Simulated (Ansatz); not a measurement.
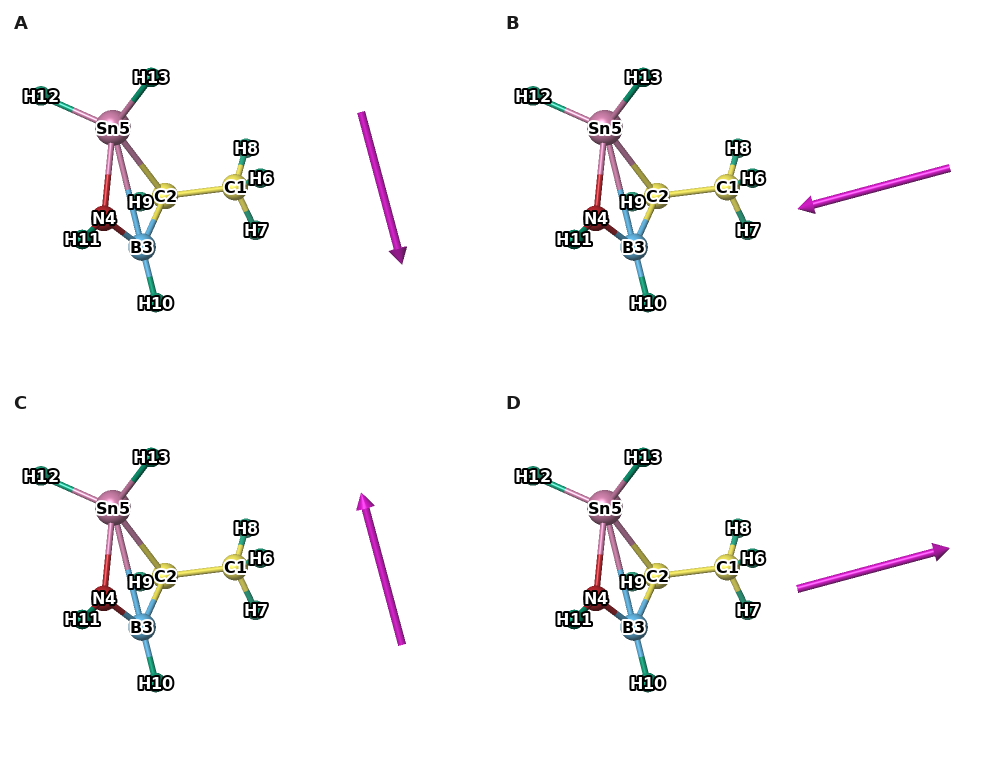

The same molecule four times, each with an arrow. The computed structure is the end point of a PBE-D4/def2-SVP optimisation. No frequency run is at hand to confirm it as a minimum. Method: RKS PBE-D4/def2-SVP, core potentials on Sn (Ansatz 0.2.0).

Which arrow points along the dipole moment, from the negative to the positive end?

C. The dipole moment is 1.17 D; it points from the side of H10 to the side of H12 (the outermost atoms at the two ends).
